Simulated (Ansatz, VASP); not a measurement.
# Cross-check of Ge (Germanium) between VASP and Ansatz

Aim: how closely do two programs agree when they are given the same cell, functional and k mesh? The cell is taken from a series of VASP runs on this material, whose earlier steps may have relaxed, scaled or displaced it; both programs get it as it stands. Valence electrons are named where the data sets of a main pair hold unlike numbers.

Main program and level: Ansatz 0.2.0; plane waves, with VASP 6.6.1 beside it; relaxation of cell and atoms at LDA and band structure at HSE06, spin-orbit coupling.

### Step 1. Set-up

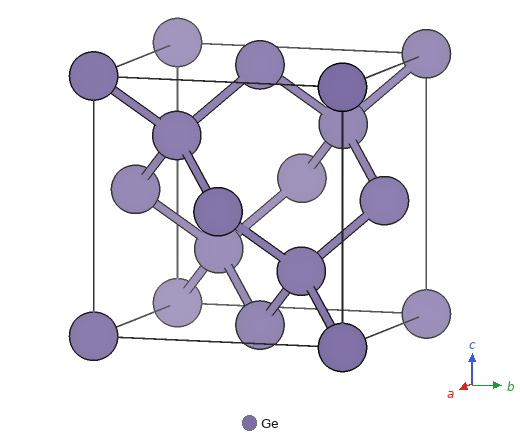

Start, viewed slightly off an axis; germanium purple. This picture shows the conventional cell, with its axes. Bonds to atoms that aren't drawn are left out. Some periodic images of atoms are drawn too.

Coordinates:

```cif
data_structure
_symmetry_space_group_name_H-M 'P 1'
_symmetry_Int_Tables_number 1
_cell_length_a 3.9708
_cell_length_b 3.9708
_cell_length_c 3.9708
_cell_angle_alpha 60.000
_cell_angle_beta 60.000
_cell_angle_gamma 60.000
_cell_volume 44.27
loop_
_atom_site_label
_atom_site_type_symbol
_atom_site_fract_x
_atom_site_fract_y
_atom_site_fract_z
_atom_site_occupancy
Ge1 Ge 0.75000 0.75000 0.75000 1
Ge2 Ge 0.50000 0.50000 0.50000 1
```

### Step 2. Ansatz: relaxation of cell and atoms, LDA

Ansatz runs on its default PAW (the set named soft_2) files.

The relaxed volume is the usual yardstick between codes: in a stiff, nearly cubic crystal its relative difference is about their pressure difference at one cell divided by the bulk modulus.

The input, input.yaml:

```yaml
crystal:
  lattice:
    - [0.0, 2.8077696885, 2.8077696885]
    - [2.8077696885, 0.0, 2.8077696885]
    - [2.8077696885, 2.8077696885, 0.0]
  atoms:
    - { symbol: Ge, position: [0.75, 0.75, 0.75] }
    - { symbol: Ge, position: [0.5, 0.5, 0.5] }
hamiltonian:
  xc: lda
  pseudopotentials: { kind: paw }
kpoints:
  mp_grid: { grid: [6, 6, 6] }
scf:
  occupations: { method: gaussian, width: 0.03 }
relax:
  f_tol: 0.01
  max_steps: 60
  cell: { stress_tol: 0.05 }
output:
  forces: true
  stress: true
```

Started as:

```bash
$ ansatz run input.yaml --threads 4 --pin off --max-ram 9216MiB --backend cpu --events-out ev --progress --plain --runs-dir out
```

Numbers of over 12 decimals in the logs are rounded to 6 here.

Output:

```text
Engine: ansatz 0.2.0, aarch64-unknown-linux-gnu
Pseudopotentials: kind: paw
Pseudopotential: Ge, paw, valence charge 14, recommended cutoff 420 eV (normal), Ge.paw.azcp
Functional definition: SPW92
  exchange = slater_x
  correlation = pw_c
Crystal: 2 atoms, lattice volume = 44.271 Å³
Basis set: ecut = 420 eV, 893 PW (Γ)
Bands: 18, of which v1, the nominal top of the filled ones, is band 14 counted from 1 (13 counted from 0)
Symmetry: 48 space group operations
Space group: Fd-3m (ITA 227), of the structure as read, at distance tolerance 3.5e-5 Å
k-points: 16 of 216
Non-local potential: Ge, projectors of the file, l = 0: 2, l = 1: 2, l = 2: 3, l = 3: 1
PAW form: soft (Blöchl's): semilocal exchange-correlation on the pseudo side does not see the compensation charge
PAW frozen core: Ge, regenerated for the run's functional, and the local potential with it (the file was generated under x = pbe(κ = 0.804, μ = 0.219515), c = pbe(β = 0.066725))
PAW one-centre angular grid: Ge, 590 points (default); XC on 64 Gauss nodes
Initial density: superposition of atomic densities (neutral atoms: chi_scale 0, normalization atom), corrected by the library's trained network
Initial wavefunctions: pseudopotential atomic-orbital guess
Functional: x = slater, c = lda
SCF iter   1: F=—  HF=-8431.393796 eV  |F-HF|=—  |Δ(HF+E_count)|=         —  Δρ=4.50e-3  dr2=3.68e-3  ethr=1.77e-3  ⟨swp⟩=6.0  Hψ=1319  notcnv=0
preconditioner: auto → none  [insulator: Δε(μ)=0.108 eV  Ē_g=23.555 eV  σ=0.030 eV  W_gap=0.68  n_scr=14 (ndim 8)  ℏωp=29.5 eV  f_vac=0.068  D(μ)=0.55/eV (n_scr^D=0)  ε∞_Penn≈2.6]
SCF iter   2: F=—  HF=-8431.391825 eV  |F-HF|=—  |Δ(HF+E_count)|=   1.97e-3  Δρ=2.29e-3  dr2=7.94e-4  ethr=1.31e-5  ⟨swp⟩=1.7  Hψ=457  notcnv=0
SCF iter   3: F=—  HF=-8431.391751 eV  |F-HF|=—  |Δ(HF+E_count)|=   7.41e-5  Δρ=5.81e-4  dr2=7.54e-5  ethr=2.84e-6  ⟨swp⟩=2.0  Hψ=451  notcnv=0
SCF iter   4: F=—  HF=-8431.391645 eV  |F-HF|=—  |Δ(HF+E_count)|=   1.06e-4  Δρ=1.87e-4  dr2=1.00e-5  ethr=2.69e-7  ⟨swp⟩=2.0  Hψ=480  notcnv=0
SCF iter   5: F=—  HF=-8431.391632 eV  |F-HF|=—  |Δ(HF+E_count)|=   1.26e-5  Δρ=6.19e-5  dr2=6.18e-7  ethr=3.58e-8  ⟨swp⟩=2.0  Hψ=513  notcnv=0
SCF iter   6: F=—  HF=-8431.391631 eV  |F-HF|=—  |Δ(HF+E_count)|=   5.12e-7  Δρ=2.44e-5  dr2=1.08e-7  ethr=3.57e-10  ⟨swp⟩=3.8  Hψ=834  notcnv=0
SCF iter   7: F=-8431.391631 eV  HF=-8431.391631 eV  |F-HF|=5.32e-9  |Δ(HF+E_count)|=   1.09e-7  Δρ=3.60e-6  dr2=2.37e-9  ethr=3.57e-10  ⟨swp⟩=4.0  Hψ=975  notcnv=0
SCF 1 converged in 7 iterations: F = -8431.391631 eV  dr2 = 2.37e-9
  greatest PAW one-centre occupation: 0.998 electrons in one spin orbital (limit 2), on the Ge atom at site 1 (counted from 0), in its partial waves of l = 2
relax step   1: F+E_penalty+E_count = -8431.39163136 eV  Δ(F+E_penalty+E_count) = +0.000e0 eV  max|allowed force component| = 1.156e-17 eV/Å  Δτ_max = 0.0000 Å  P = +0.230 GPa  Ω = 44.271 Å³  (7 SCF iters, dr2 threshold 1.00e-7 eV, accepted)
[...]
relax step   2: F+E_penalty+E_count = -8431.39173773 eV  Δ(F+E_penalty+E_count) = -1.064e-4 eV  max|allowed force component| = 1.018e-16 eV/Å  Δτ_max = 0.0000 Å  P = +0.124 GPa  Ω = 44.383 Å³  energy of the carried Pulay correction = -1.921e-5 eV  (3 SCF iters, dr2 threshold 1.33e-7 eV, accepted)
[...]
relax step   3: F+E_penalty+E_count = -8431.39175131 eV  Δ(F+E_penalty+E_count) = -1.358e-5 eV  max|allowed force component| = 8.789e-17 eV/Å  Δτ_max = 0.0000 Å  P = -0.048 GPa  Ω = 44.515 Å³  energy of the carried Pulay correction = -4.182e-5 eV  (3 SCF iters, dr2 threshold 3.87e-8 eV, accepted)
[...]
relax step   4: F+E_penalty+E_count = -8431.39180994 eV  Δ(F+E_penalty+E_count) = -5.863e-5 eV  max|allowed force component| = 7.401e-17 eV/Å  Δτ_max = 0.0000 Å  P = -0.049 GPa  Ω = 44.515 Å³  stress off target by 4.93e-2 GPa  SCF on the basis re-selected at this cell (its energy is not comparable with the rows above)  (5 SCF iters)
basis re-selected at this cell: Δ(F+E_penalty+E_count) = -5.863e-5 eV, ΔP = -0.002 GPa vs the last step (what re-selecting the basis moved, of the pressure what is left beyond the Pulay correction that the steps carried, after the strain that the cell walked since its last selection, with what the two solves' SCF thresholds leave and, on support functions, any second-order correction that the steps lacked; it is no m [...]
SCF converged after 5 iterations
Free energy (F): -8431.391810 eV
Harris-Foulkes:  -8431.391810 eV  (|F-HF|=1.82e-12)
Internal energy: -8431.391588 eV  (E = F + TS)
E sigma→0 (E₀):  -8431.391699 eV
Entropy (-TS):   -0.000222 eV (-0.111 meV/atom)
Fermi energy:    8.506873 eV
--- Per-component energies (eV) ---
  E_band       = -303.982977
  E_kinetic    = 224.644798
  E_local      = -4927.746488  (includes V_loc(G=0)·N_el)
  E_nonlocal   = 843.591098
  E_hartree    = 2160.483281
  E_xc         = -150.832951
  E_vxc        = -130.814496  (∫ρ·V_xc dr)
  E_paw        = -3882.952084  (= ΣΔE_a)
  E_vpaw       = -634.625059  (= ΣTr[D̂ρ^β])
  E_aug_tail   = 0.000626  (compensation charges beyond the density's cutoff)
  E_ewald      = -2702.396521
  E_core_change = 3.816652  (= ΣΔE_core)
  E_smearing   = -0.000222  (= −TS)
  E_closure    = -0.000000  (closes the sum)
  Σ components = -8431.391810   (vs F -8431.391810, Δ=0.00e0)
--- Forces (eV/Å), atoms counted from 1 ---
  atom   1  Ge     0.00000000     0.00000000     0.00000000
  atom   2  Ge    -0.00000000    -0.00000000    -0.00000000
  max |Σ_I F_I| component: 2.31e-17 eV/Å
--- Stress (GPa, compression-positive) ---
       -0.049261      -0.000000      -0.000000
       -0.000000      -0.049261      -0.000000
       -0.000000      -0.000000      -0.049261
  P = ⅓ Tr σ = -0.0493 GPa (-0.493 kbar)
--- Relaxed structure (3 steps of the walk, 3 accepted, 1 SCFs on fresh bases) ---
  F+E_penalty+E_count = -8431.39180994 eV   max|allowed force component| = 7.401e-17 eV/Å   (the final SCF, on the basis selected at the relaxed cell)
  cell:  # Å, volume = 44.5152 Å³
    - [0, 2.812934, 2.812934]
    - [2.812934, 0, 2.812934]
    - [2.812934, 2.812934, 0]
  atoms:
    - { symbol: Ge, position: [0.750000, 0.750000, 0.750000] }
    - { symbol: Ge, position: [0.500000, 0.500000, 0.500000] }
```

Elapsed: 1.7 s, on 4 threads of Arm Neoverse V1, shared host; peak memory 0.29 GiB.

### Step 3. VASP: relaxation of cell and atoms, LDA

The same cell, functional (in two slightly different forms), mesh and smearing now go to VASP, with its own data sets.

Lines of VASP's logs that name or quote its potential files are left out, and so is its time.

The input, INCAR:

```
SYSTEM = Ge
PREC = Accurate
ENCUT = 450
EDIFF = 1E-06
NELM = 100
ISMEAR = 0
SIGMA = 0.03
LREAL = .FALSE.
ALGO = Normal
GGA = CA
NBANDS = 20
LORBIT = 11
LWAVE = .FALSE.
LCHARG = .FALSE.
KPAR = 8
IBRION = 2
NSW = 50
ISIF = 3
EDIFFG = -0.006
```

The input, POSCAR:

```
Ge
1.0
    0.0000000000      2.8077696885      2.8077696885
    2.8077696885      0.0000000000      2.8077696885
    2.8077696885      2.8077696885      0.0000000000
Ge
2
Direct
    0.7500000000      0.7500000000      0.7500000000
    0.5000000000      0.5000000000      0.5000000000
```

The input, KPOINTS:

```
Automatic mesh
0
Gamma
6 6 6
0 0 0
```

The projector-augmented-wave data sets are Ge_d (LDA family, release 64).

Started as:

```bash
$ mpirun -np 8 vasp_std
```

Output:

```text
[banner, memory and clock lines left out]
running    8 mpi-ranks, on    1 nodes
 distrk:  each k-point on    1 cores,    8 groups
 distr:  one band on    1 cores,    1 groups

 POSCAR found type information on POSCAR Ge
 POSCAR found :  1 types and       2 ions
|                                                                             |
|           W    W    AA    RRRRR   N    N  II  N    N   GGGG   !!!           |
|           W    W   A  A   R    R  NN   N  II  NN   N  G    G  !!!           |
|           W    W  A    A  R    R  N N  N  II  N N  N  G       !!!           |
|           W WW W  AAAAAA  RRRRR   N  N N  II  N  N N  G  GGG   !            |
|           WW  WW  A    A  R   R   N   NN  II  N   NN  G    G                |
|           W    W  A    A  R    R  N    N  II  N    N   GGGG   !!!           |
|                                                                             |
|     For optimal performance we recommend to set                             |
|       NCORE = 2 up to number-of-cores-per-socket                            |
|     NCORE specifies how many cores store one orbital (NPAR=cpu/NCORE).      |
|     This setting can greatly improve the performance of VASP for DFT.       |
|     The default, NCORE=1 might be grossly inefficient on modern             |
|     multi-core architectures or massively parallel machines. Do your        |
|     Unfortunately you need to use the default for GW and RPA                |
|     calculations (for HF NCORE is supported but not extensively tested      |
|     yet).                                                                   |
|                                                                             |

 LDA part: xc-table for (Slater(with rela. corr.)+CA(PZ))
 , standard interpolation
 POSCAR, INCAR and KPOINTS ok, starting setup
 FFT: planning ... GRIDC
 FFT: planning ... GRID_SOFT
 FFT: planning ... GRID
 WAVECAR not read
 entering main loop
       N       E                     dE             d eps       ncg     rms          rms(c)
DAV:   1     0.177293047838E+03    0.17729E+03   -0.14073E+04   684   0.350E+03
DAV:   2     0.138180923362E+02   -0.16347E+03   -0.15923E+03   644   0.559E+02
DAV:   3    -0.983222104852E+01   -0.23650E+02   -0.23506E+02   748   0.139E+02
DAV:   4    -0.105228434559E+02   -0.69062E+00   -0.69038E+00   700   0.284E+01
DAV:   5    -0.105337197511E+02   -0.10876E-01   -0.10876E-01   736   0.381E+00    0.341E+00
DAV:   6    -0.104063694845E+02    0.12735E+00   -0.39972E-02   720   0.170E+00    0.196E+00
DAV:   7    -0.103424293560E+02    0.63940E-01   -0.82161E-02   684   0.214E+00    0.145E-01
DAV:   8    -0.103432022683E+02   -0.77291E-03   -0.61269E-03   712   0.869E-01    0.473E-02
DAV:   9    -0.103432424690E+02   -0.40201E-04   -0.97838E-05   748   0.107E-01    0.137E-02
DAV:  10    -0.103432389358E+02    0.35332E-05   -0.94505E-06   860   0.430E-02    0.431E-03
DAV:  11    -0.103432388305E+02    0.10534E-06   -0.89350E-07   508   0.790E-03
   1 F= -.10343239E+02 E0= -.10343193E+02  d E =-.103432E+02
 curvature:   0.00 expect dE= 0.000E+00 dE for cont linesearch  0.000E+00
 trial: gam= 0.00000 g(F)=  0.376E-45 g(S)=  0.735E-05 ort = 0.000E+00 (trialstep = 0.100E+01)
 search vector abs. value=  0.735E-05
 reached required accuracy - stopping structural energy minimisation
```

From OUTCAR (step 3):

```text
ion  position               nearest neighbor table
   1  0.750  0.750  0.750-   2 2.43   2 2.43   2 2.43   2 2.43
   2  0.500  0.500  0.500-   1 2.43   1 2.43   1 2.43   1 2.43

  LATTYP: Found a face centered cubic cell.
 ALAT       =     5.6155393770

 Subroutine GETGRP returns: Found 48 space group operations
 (whereof 24 operations were pure point group operations)

The static configuration has the point symmetry T_d .
 The point group associated with its full space group is O_h .

 Found     16 irreducible k-points:

   k-points           NKPTS =     16   k-points in BZ     NKDIM =     16   number of bands    NBANDS=     20

   dimension x,y,z NGX =    28 NGY =   28 NGZ =   28
   dimension x,y,z NGXF=    56 NGYF=   56 NGZF=   56

   ENCUT  =  450.0 eV  33.07 Ry    5.75 a.u.   6.87  6.87  6.87*2*pi/ulx,y,z

   NELECT =      28.0000    total number of electrons

 k-points in reciprocal lattice and weights: Automatic mesh
   0.00000000  0.00000000  0.00000000       0.005
   0.16666667  0.00000000  0.00000000       0.037
   0.33333333  0.00000000  0.00000000       0.037
   0.50000000  0.00000000  0.00000000       0.019
   0.16666667  0.16666667  0.00000000       0.028
   0.33333333  0.16666667  0.00000000       0.111
   0.50000000  0.16666667  0.00000000       0.111
  -0.33333333  0.16666667  0.00000000       0.111
  -0.16666667  0.16666667  0.00000000       0.056
[...]
-0.33333333  0.33333333  0.16666667       0.111
  -0.33333333  0.50000000  0.16666667       0.056

 average (electrostatic) potential at core
       1 -75.1995       2 -75.1995

 E-fermi :   4.9922

 k-point     1 :       0.0000    0.0000    0.0000
  band No.  band energies     occupation
    ...
     10     -19.7415      2.00000
     11      -8.0230      2.00000
     12       4.9552      1.91848
     13       4.9552      1.91848
     14       4.9552      1.91848
     15       5.0169      0.24454
     16       7.4874      0.00000
     17       7.4874      0.00000
     18       7.4874      0.00000
     19      11.2126      0.00000
    ...

 k-point     2 :       0.1667    0.0000    0.0000
  band No.  band energies     occupation
    ...
     10     -19.7270      2.00000
     11      -7.6795      2.00000
     12       1.7426      2.00000
     13       4.4165      2.00000
     14       4.4165      2.00000
     15       5.8932      0.00000
     16       8.1955      0.00000
     17       8.1955      0.00000
     18       9.1214      0.00000
     19      12.6633      0.00000
    ...

 k-point     3 :       0.3333    0.0000    0.0000
  band No.  band energies     occupation
    ...
     10     -19.7163      2.00000
     11      -6.7252      2.00000
     12      -1.2389      2.00000
     13       3.7572      2.00000
     14       3.7572      2.00000
     15       5.3186      0.00000
     16       8.7227      0.00000
     17       8.7227      0.00000
     18      11.9566      0.00000
     19      12.7130      0.00000
    ...

  Total        0.0100767      0.0100767      0.0100767     -0.0000000      0.0000000      0.0000000
  in kB        0.3646829      0.3646829      0.3646829     -0.0000000      0.0000000      0.0000000
  external PRESSURE =       0.3646829 kB  Pullay stress =       0.0000000 kB

  energy-cutoff  :      450.00
  volume of cell :       44.27
      direct lattice vectors                 reciprocal lattice vectors
     0.000000000  2.807769689  2.807769689    -0.178077284  0.178077284  0.178077284
     2.807769689  0.000000000  2.807769689     0.178077284 -0.178077284  0.178077284
     2.807769689  2.807769689  0.000000000     0.178077284  0.178077284 -0.178077284

 POSITION                                       TOTAL-FORCE (eV/Angst)
 -----------------------------------------------------------------------------------
      4.21165      4.21165      4.21165         0.000000      0.000000      0.000000
      2.80777      2.80777      2.80777        -0.000000     -0.000000     -0.000000
 -----------------------------------------------------------------------------------
    total drift:                                0.000000      0.000000      0.000000

  FREE ENERGIE OF THE ION-ELECTRON SYSTEM (eV)
  ---------------------------------------------------
  free  energy   TOTEN  =       -10.3432388305 eV

  energy  without entropy=      -10.3431474420  energy(sigma->0) =      -10.34319314

 reached required accuracy - stopping structural energy minimisation

 total charge
# of ion       s       p       d       tot
------------------------------------------
    1        1.132   1.296  10.027  12.454
    2        1.132   1.296  10.027  12.454
--------------------------------------------------
tot          2.263   2.592  20.053  24.909

[... 3 further parts left out ...]
```

CONTCAR:

```
Ge
   1.00000000000000
     0.0000000000000000    2.8077696885000001    2.8077696885000001
     2.8077696885000001    0.0000000000000000    2.8077696885000001
     2.8077696885000001    2.8077696885000001    0.0000000000000000
  Ge
     2
Direct
     0.7500000000000000    0.7500000000000000    0.7500000000000000
     0.5000000000000000    0.5000000000000000    0.5000000000000000
```

The run keeps the 48 symmetry operations of its start, so it cannot find a distortion of lower symmetry.

### Step 4. Comparison

Known differences besides the potentials themselves: the two LDA forms differ slightly; both relaxations stop at a tolerance, which leaves soft axes loose, and VASP keeps its plane-wave basis; the cutoff is 420 eV in Ansatz and 450 eV in VASP; VASP's log shows a relativistic correction to its local exchange, Ansatz's none; Ansatz adds a Pulay correction to the stress that steers its cell, VASP none. Total energies have different zeros and are not compared.

The two programs side by side:

```csv
quantity,Ansatz,VASP,difference
volume (Å³),44.52,44.27,+0.55 %
"edge a after relaxation, in the typed setting (Å)",3.978,3.971,+0.18 %
```

The walks stopped with -0.05 GPa left in Ansatz and 0.04 GPa in VASP; each walk ends within a tolerance, so the volume difference is uncertain by about these residues over the bulk modulus, most in soft cells.

### Step 5. Ansatz: band structure, HSE06, spin-orbit coupling

The same path points are solved in both programs, so levels can be compared one by one.

The cell is taken from a series of VASP runs on this material, whose earlier steps may have relaxed, scaled or displaced it; both programs get it as it stands.

The input, input.yaml:

```yaml
crystal:
  lattice:
    - [0.0, 2.82891, 2.82891]
    - [2.82891, 0.0, 2.82891]
    - [2.82891, 2.82891, 0.0]
  atoms:
    - { symbol: Ge, position: [0.75, 0.75, 0.75] }
    - { symbol: Ge, position: [0.5, 0.5, 0.5] }
hamiltonian:
  xc: { exchange: pbe, correlation: pbe, exx: { coeff: 0.25, omega: 0.2 } }
  pseudopotentials: { kind: paw_fr }
magnetization:
  noncollinear: true
  spin_orbit: true
kpoints:
  mp_grid: { grid: [5, 5, 5] }
  band_path:
    path:
      - [0.0, 0.0, 0.0]
      - [0.5, 0.0, 0.5]
      - [0.5, 0.22222, 0.72222]
      - [0.40278, 0.34722, 0.75]
      - [0.125, 0.125, 0.25]
      - [0.27778, 0.27778, 0.27778]
      - [0.5, 0.5, 0.5]
      - [0.55556, 0.38889, 0.55556]
      - [0.58333, 0.25, 0.66667]
      - [0.5, 0.30556, 0.69444]
      - [0.48611, 0.48611, 0.52778]
      - [0.625, 0.25, 0.625]
      - [0.5, 0.0, 0.5]
    npoints: 1
scf:
  occupations: { method: gaussian, width: 0.03 }
  n_extra_bands: 14
output:
  forces: true
  stress: true
  eigenvalues: true
  write_density: true
  write_potential: true
  elf: true
  volumetric_format: npy
```

Started as:

```bash
$ ansatz run input.yaml --threads 4 --pin off --max-ram 9216MiB --backend cpu --events-out ev --progress --plain --runs-dir out
```

Output:

```text
[...]
k-point 0: bands = [... 24 lower, 8.3539, 8.3539, 8.3539, 8.3539, 9.1593, 9.1593, 11.3364, 11.3364, ... 10 higher]
  k-point 1: bands = [... 24 lower, 7.4351, 7.4351, 7.6399, 7.6399, 9.8140, 9.8140, 12.3383, 12.3383, ... 10 higher]
  k-point 2: bands = [... 24 lower, 6.7191, 6.7191, 6.9223, 6.9223, 9.1804, 9.1804, 12.7075, 12.7075, ... 10 higher]
  k-point 9: bands = [... 24 lower, 3.8365, 3.8365, 4.9012, 4.9012, 12.3110, 12.3110, 12.6560, 12.6560, ... 10 higher]
[key lines of the parts left out:]
Magnetization: |M| = 0.0000 μB,  M = (+0.0000, +0.0000, +0.0000) μB
Free energy (F): -8590.279218 eV
Fermi energy:    8.756966 eV
P = ⅓ Tr σ = 0.9933 GPa (9.933 kbar)
```

The job ended after 4.8 min (4 threads; peak memory 1.2 GiB).

[end of part 1 of 2]

[Lines on the potential files, build, host, timing and source positions are cut from VASP's logs without a mark.]

[Logs are printed without paths, hosts, clocks, repeated set-up lines and the standing remarks that a program may print on its own settings, such as how far it seeks lower states.]

[Hosts, paths, dates, database ids (printed as entryN), source tags and the programs' standing remarks are cut or masked in the printed files.]
